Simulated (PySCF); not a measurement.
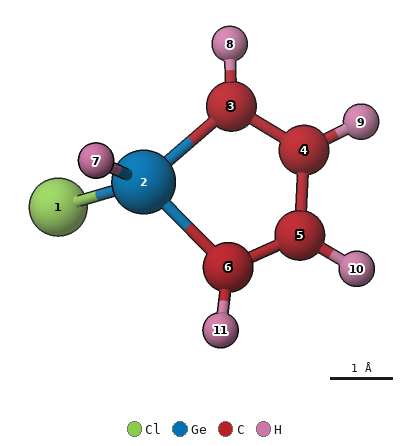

Figure 1. The starting structure (ball-and-stick view, seen at a tilt; atoms are numbered from 1 in the order of the input). Sticks mark near contacts. Bond lengths as drawn: Cl–Ge 2.10 Å, C–C 1.33 to 1.44 Å, C–Ge 1.97 Å, C–H 1.05 to 1.08 Å and Ge–H 1.52 Å.

## C4H5ClGe: geometry relaxation

The run: geometry relaxation of C4H5ClGe. Method and program: PBE0-D3(BJ)/def2-SVP geometry optimisation, gas phase (PySCF 2.14.0).

What the program printed
```
step   0  E = -2691.52101520  max force = 0.063949
step   1  E = -2691.52599664  max force = 0.014078
step   2  E = -2691.52769209  max force = 0.004424
step   3  E = -2691.52800727  max force = 0.002841
step   4  E = -2691.52801885  max force = 0.006034
step   5  E = -2691.52828803  max force = 0.002125
step   6  E = -2691.52833730  max force = 0.000900
step   7  E = -2691.52832898  max force = 0.001007
step   8  E = -2691.52833042  max force = 0.000926
step   9  E = -2691.52833538  max force = 0.000813
step  10  E = -2691.52833906  max force = 0.000673
step  11  E = -2691.52834181  max force = 0.000536
step  12  E = -2691.52834448  max force = 0.000468
optimisation converged
```

Trajectory as extended XYZ (Å, eV, eV/Å), 13 frames, from step=0 to step=12
```
11
Properties=species:S:1:pos:R:3:forces:R:3 step=0 energy=-73240.01732
Cl   -1.8824   -2.0688   -1.3476   -0.4567  -0.5065  -0.8064
Ge   -1.0140   -0.9847    0.2337    1.2591   1.4367   0.4571
C    -0.9795    0.9661   -0.0590    2.7658  -0.6527  -0.0651
C     0.3523    1.3398   -0.1638   -3.2884  -0.7763   0.2268
C     1.3467    0.2978   -0.0590    0.6561   0.4124   0.0752
C     0.9559   -0.9510    0.1551   -0.7943  -1.1505   0.1121
H    -1.6380   -1.4824    1.5233   -0.1448  -0.1037   0.2609
H    -1.7608    1.6708   -0.1243   -1.1634   0.9275  -0.0849
H     0.6311    2.3643   -0.3080    0.3022   0.7994  -0.1390
H     2.3829    0.5989   -0.1266    0.5913  -0.0435  -0.0605
H     1.6438   -1.7766    0.2606    0.2731  -0.3428   0.0238
11
Properties=species:S:1:pos:R:3:forces:R:3 step=1 energy=-73240.15288
Cl   -2.0424   -1.9690   -1.0006    0.0302   0.1672   0.3063
Ge   -0.9340   -0.8761    0.5467   -0.1339  -0.2729  -0.2922
C    -0.9296    1.0190    0.1349   -0.3715   0.0716  -0.4602
C     0.2874    1.2856   -0.3728    0.2973   0.2130   0.7239
C     1.3249    0.2218   -0.3123   -0.2214  -0.1206  -0.0964
C     0.9461   -1.0069    0.0869    0.0935   0.1357   0.1801
H    -1.4362   -1.3689    1.9177    0.0562   0.0273  -0.1409
H    -1.7542    1.7452    0.1215    0.1945  -0.1984   0.0889
H     0.5772    2.2879   -0.7052   -0.0295  -0.0209  -0.1817
H     2.3535    0.4663   -0.5851    0.0922   0.0103  -0.1478
H     1.6282   -1.8550    0.1563   -0.0076  -0.0122   0.0200
11
Properties=species:S:1:pos:R:3:forces:R:3 step=2 energy=-73240.19901
Cl   -2.0670   -1.9742   -0.9837    0.0122   0.0580   0.1447
Ge   -0.9341   -0.8838    0.5288   -0.0383  -0.1028  -0.2275
C    -0.9357    1.0102    0.1111   -0.0235   0.0297  -0.1737
C     0.3058    1.3063   -0.3178   -0.0289  -0.0626   0.0532
C     1.3254    0.2244   -0.3110    0.0451   0.0216   0.0840
C     0.9538   -1.0028    0.0983    0.0192   0.0956   0.1010
H    -1.4410   -1.3679    1.8904    0.0077   0.0019   0.0291
H    -1.7614    1.7240    0.1005    0.0209  -0.0135   0.0623
H     0.5899    2.3029   -0.6741    0.0047  -0.0100   0.0133
H     2.3481    0.4605   -0.6250    0.0018  -0.0026  -0.0177
H     1.6371   -1.8499    0.1705   -0.0210  -0.0154  -0.0686
11
Properties=species:S:1:pos:R:3:forces:R:3 step=3 energy=-73240.20759
Cl   -2.0945   -1.9871   -0.9607   -0.0145  -0.0262   0.0429
Ge   -0.9347   -0.8882    0.5124   -0.0363  -0.0291  -0.1461
C    -0.9442    1.0030    0.0832    0.0819  -0.0761  -0.0028
C     0.3086    1.3049   -0.3042    0.0115   0.1112  -0.1022
C     1.3374    0.2325   -0.2978   -0.1035  -0.0125   0.0739
C     0.9565   -0.9974    0.0925    0.0855  -0.0174   0.0791
H    -1.4324   -1.3631    1.8811    0.0243   0.0195   0.0404
H    -1.7683    1.7160    0.0841   -0.0128   0.0317   0.0129
H     0.5955    2.3053   -0.6466    0.0071   0.0246   0.0301
H     2.3610    0.4723   -0.6084   -0.0303   0.0005   0.0204
H     1.6361   -1.8483    0.1525   -0.0129  -0.0263  -0.0486
11
Properties=species:S:1:pos:R:3:forces:R:3 step=4 energy=-73240.20791
Cl   -2.1420   -2.0279   -0.9118   -0.0584  -0.1220  -0.0862
Ge   -0.9324   -0.9001    0.4793    0.0138   0.0339  -0.0139
C    -0.9472    0.9885    0.0275   -0.0272   0.0656   0.2115
C     0.3139    1.3247   -0.2947   -0.0667  -0.2360  -0.0556
C     1.3318    0.2434   -0.2694    0.3103   0.0784  -0.1457
C     0.9627   -1.0017    0.0794   -0.1348   0.0344   0.0416
H    -1.4055   -1.3451    1.8685    0.0259   0.0714   0.0359
H    -1.7727    1.6967    0.0538   -0.0974   0.0632  -0.0520
H     0.6109    2.3351   -0.5976    0.0063  -0.0164   0.0426
H     2.3594    0.4907   -0.5601    0.0203  -0.0016   0.0364
H     1.6421   -1.8544    0.1133    0.0080   0.0292  -0.0146
11
Properties=species:S:1:pos:R:3:forces:R:3 step=5 energy=-73240.21523
Cl   -2.1382   -2.0470   -0.9072   -0.0118  -0.0580  -0.0108
Ge   -0.9345   -0.8986    0.4806   -0.0131   0.0248  -0.0515
C    -0.9526    0.9907    0.0336    0.0302  -0.0119   0.1093
C     0.3095    1.3152   -0.3009   -0.0114  -0.0030  -0.0350
C     1.3391    0.2440   -0.2805    0.0091   0.0022  -0.0230
C     0.9607   -0.9969    0.0758   -0.0065  -0.0157   0.0102
H    -1.3990   -1.3321    1.8764    0.0228   0.0411   0.0247
H    -1.7774    1.7031    0.0562   -0.0155   0.0153  -0.0365
H     0.6059    2.3278   -0.5966   -0.0029   0.0028   0.0092
H     2.3679    0.4934   -0.5635   -0.0035   0.0012   0.0099
H     1.6395   -1.8497    0.1143    0.0026   0.0012  -0.0064
11
Properties=species:S:1:pos:R:3:forces:R:3 step=6 energy=-73240.21657
Cl   -2.1404   -2.0789   -0.8807    0.0105  -0.0106   0.0239
Ge   -0.9334   -0.8981    0.4797   -0.0238  -0.0026  -0.0385
C    -0.9563    0.9896    0.0296    0.0081  -0.0199   0.0463
C     0.3054    1.3136   -0.3065    0.0186   0.0446  -0.0152
C     1.3385    0.2455   -0.2883   -0.0407  -0.0104   0.0154
C     0.9606   -0.9954    0.0689    0.0129  -0.0175  -0.0089
H    -1.3815   -1.3082    1.8881    0.0151   0.0199   0.0169
H    -1.7818    1.7026    0.0497    0.0088  -0.0054  -0.0216
H     0.6013    2.3287   -0.5938   -0.0046   0.0041  -0.0097
H     2.3680    0.4978   -0.5658   -0.0054   0.0013  -0.0079
H     1.6405   -1.8473    0.1072    0.0006  -0.0034  -0.0005
11
Properties=species:S:1:pos:R:3:forces:R:3 step=7 energy=-73240.21634
Cl   -2.1471   -2.1268   -0.8206    0.0227   0.0408   0.0330
Ge   -0.9294   -0.8971    0.4858   -0.0107  -0.0205  -0.0011
C    -0.9609    0.9859    0.0212   -0.0076   0.0063  -0.0294
C     0.2993    1.3135   -0.3189    0.0128   0.0279   0.0181
C     1.3353    0.2479   -0.3019   -0.0518  -0.0134   0.0268
C     0.9605   -0.9933    0.0582    0.0260  -0.0104  -0.0188
H    -1.3473   -1.2671    1.9151    0.0052  -0.0049   0.0058
H    -1.7880    1.6976    0.0363    0.0156  -0.0163   0.0006
H     0.5924    2.3305   -0.6020   -0.0073  -0.0020  -0.0233
H     2.3640    0.5028   -0.5793   -0.0050  -0.0026  -0.0190
H     1.6422   -1.8440    0.0942    0.0001  -0.0049   0.0075
11
Properties=species:S:1:pos:R:3:forces:R:3 step=8 energy=-73240.21638
Cl   -2.1476   -2.1326   -0.7941    0.0119   0.0393   0.0258
Ge   -0.9251   -0.8937    0.4974   -0.0091  -0.0317   0.0234
C    -0.9616    0.9866    0.0235   -0.0103  -0.0081  -0.0476
C     0.2959    1.3118   -0.3277    0.0134   0.0175   0.0148
C     1.3314    0.2458   -0.3107   -0.0096  -0.0034   0.0086
C     0.9618   -0.9945    0.0577   -0.0058   0.0135  -0.0073
H    -1.3320   -1.2522    1.9329    0.0009  -0.0120   0.0024
H    -1.7898    1.6969    0.0343    0.0112  -0.0130   0.0110
H     0.5860    2.3264   -0.6222   -0.0005  -0.0027  -0.0196
H     2.3577    0.4998   -0.5977   -0.0001   0.0000  -0.0161
H     1.6444   -1.8444    0.0947   -0.0019   0.0006   0.0048
11
Properties=species:S:1:pos:R:3:forces:R:3 step=9 energy=-73240.21652
Cl   -2.1489   -2.1303   -0.7912    0.0051   0.0275   0.0170
Ge   -0.9247   -0.8938    0.4995    0.0001  -0.0185   0.0255
C    -0.9610    0.9859    0.0231   -0.0073   0.0002  -0.0418
C     0.2960    1.3120   -0.3291    0.0042   0.0028   0.0183
C     1.3311    0.2458   -0.3114   -0.0002  -0.0009   0.0040
C     0.9617   -0.9942    0.0581   -0.0020   0.0088  -0.0070
H    -1.3309   -1.2526    1.9351    0.0015  -0.0093   0.0016
H    -1.7895    1.6955    0.0340    0.0023  -0.0048   0.0102
H     0.5857    2.3264   -0.6252   -0.0021  -0.0047  -0.0187
H     2.3572    0.4993   -0.5997   -0.0014  -0.0022  -0.0145
H     1.6443   -1.8441    0.0950   -0.0003   0.0010   0.0052
11
Properties=species:S:1:pos:R:3:forces:R:3 step=10 energy=-73240.21662
Cl   -2.1489   -2.1269   -0.7923   -0.0018   0.0155   0.0113
Ge   -0.9245   -0.8942    0.5003    0.0064  -0.0066   0.0279
C    -0.9608    0.9853    0.0230   -0.0030   0.0022  -0.0346
C     0.2960    1.3121   -0.3293   -0.0004  -0.0026   0.0182
C     1.3311    0.2459   -0.3110    0.0051   0.0019  -0.0003
C     0.9617   -0.9939    0.0589    0.0002   0.0034  -0.0063
H    -1.3309   -1.2543    1.9358    0.0013  -0.0076  -0.0006
H    -1.7896    1.6943    0.0337   -0.0032   0.0012   0.0091
H     0.5855    2.3262   -0.6264   -0.0032  -0.0054  -0.0177
H     2.3571    0.4993   -0.6001   -0.0026  -0.0032  -0.0127
H     1.6443   -1.8439    0.0955    0.0012   0.0012   0.0058
11
Properties=species:S:1:pos:R:3:forces:R:3 step=11 energy=-73240.21669
Cl   -2.1489   -2.1240   -0.7932   -0.0051   0.0075   0.0095
Ge   -0.9241   -0.8942    0.5014    0.0079  -0.0002   0.0276
C    -0.9610    0.9852    0.0231   -0.0021  -0.0027  -0.0266
C     0.2958    1.3117   -0.3294    0.0021   0.0026   0.0136
C     1.3311    0.2458   -0.3108    0.0038   0.0023  -0.0025
C     0.9621   -0.9939    0.0596   -0.0018   0.0016  -0.0058
H    -1.3303   -1.2552    1.9366    0.0004  -0.0072  -0.0016
H    -1.7901    1.6938    0.0335   -0.0014   0.0011   0.0080
H     0.5850    2.3255   -0.6280   -0.0027  -0.0042  -0.0170
H     2.3568    0.4991   -0.6009   -0.0025  -0.0025  -0.0115
H     1.6446   -1.8439    0.0960    0.0015   0.0016   0.0062
11
Properties=species:S:1:pos:R:3:forces:R:3 step=12 energy=-73240.21677
Cl   -2.1489   -2.1213   -0.7945   -0.0059   0.0027   0.0104
Ge   -0.9239   -0.8943    0.5024    0.0103   0.0049   0.0241
C    -0.9609    0.9849    0.0233   -0.0026  -0.0001  -0.0206
C     0.2957    1.3116   -0.3296    0.0014   0.0011   0.0108
C     1.3312    0.2458   -0.3106    0.0009   0.0004  -0.0038
C     0.9623   -0.9938    0.0605    0.0004   0.0008  -0.0065
H    -1.3302   -1.2566    1.9373   -0.0006  -0.0067  -0.0022
H    -1.7903    1.6932    0.0336   -0.0005   0.0012   0.0069
H     0.5845    2.3251   -0.6295   -0.0030  -0.0038  -0.0156
H     2.3567    0.4990   -0.6017   -0.0021  -0.0024  -0.0100
H     1.6448   -1.8438    0.0968    0.0018   0.0019   0.0066
```

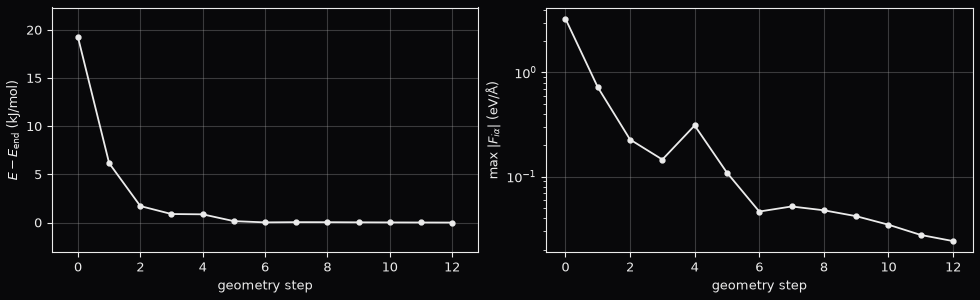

Figure 2. Progress of the relaxation, step by step (steps are counted from 0).

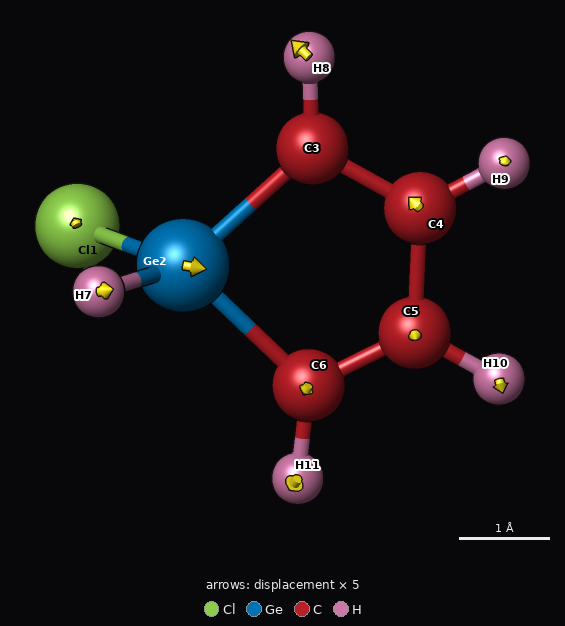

Figure 3. The starting structure with the displacements as yellow arrows, magnified 5 times (ball-and-stick view, seen at a tilt). The two geometries are laid on each other by the best rigid fit. The energy falls by 19.2 kJ/mol in 12 geometry steps. The largest force component goes from 3.3 to 0.024 eV/Å. The atom that moves furthest after the best rigid fit is H8 (0.061 Å). By element the largest moves are H 0.061 Å, Ge 0.057 Å, C 0.042 Å, Cl 0.024 Å. Distances before and after: Cl1–Ge2 2.105 → 2.165 Å, C4–C5 1.444 → 1.486 Å, C3–C4 1.387 → 1.346 Å, C3–H8 1.054 → 1.091 Å. Among the angles that change: C3–Ge2–C6 87.7° → 90.7°, C5–C4–H9 121.4° → 118.9°, Ge2–C6–C5 108.5° → 106.4°. (Atoms are counted from 1 in the order of the input.)

The run was set up as follows.

The input
```
{"job": {"xc": "PBE0", "basis": "def2-SVP", "d3": "d3bj", "grid": 1, "shake": 0.01, "kind": "geom"}, "charge": 0, "multiplicity": 1}
Cl    -1.882380    -2.068840    -1.347620
Ge    -1.014010    -0.984740     0.233720
C     -0.979490     0.966110    -0.059030
C      0.352310     1.339790    -0.163750
C      1.346660     0.297780    -0.058960
C      0.955950    -0.950980     0.155060
H     -1.638030    -1.482370     1.523310
H     -1.760810     1.670830    -0.124320
H      0.631150     2.364280    -0.308040
H      2.382920     0.598880    -0.126620
H      1.643830    -1.776580     0.260590
```

The first line tells a small driver script what to run in PySCF; the rest is the geometry in Å.

Launch command:
```bash
OMP_NUM_THREADS=1 python <driver script> task.json out
```

Key numbers

```csv
quantity,value
outcome,converged
total energy,−2691.528344 hartree
dipole moment,2.36 D
point group,Cs
hardware,"1 CPU thread, shared host"
wall time,2.9 min
peak memory,0.52 GiB
```
